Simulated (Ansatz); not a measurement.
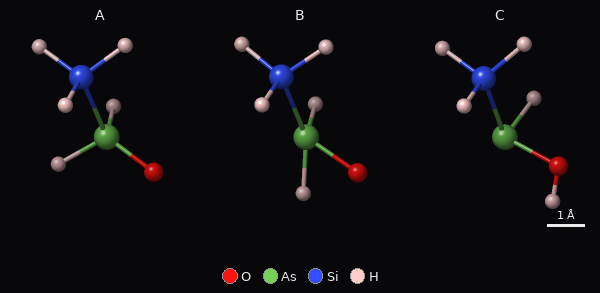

3 geometries from a converged minimum-energy path of SiAsH₅O, shuffled. The picture is a ball-and-stick view, seen from a free direction.

Method: RKS PBE/def2-SVP (Ansatz 0.2.0). Set-up: 7 movable images; climbing image; force threshold 0.05 eV/Å; iteration limit 60; starting path through a guess of the saddle point.

Which of them lies highest in energy?

B. In order along the path, whose images run from 0 to 8: C (image 1, +0.02 eV), B (image 4, +3.15 eV), A (image 8, +1.43 eV). A hydrogen atom shifts from one atom to another. Breaking: H–O (0.98 → 2.72 Å). Forming: As–H (2.30 → 1.55 Å).
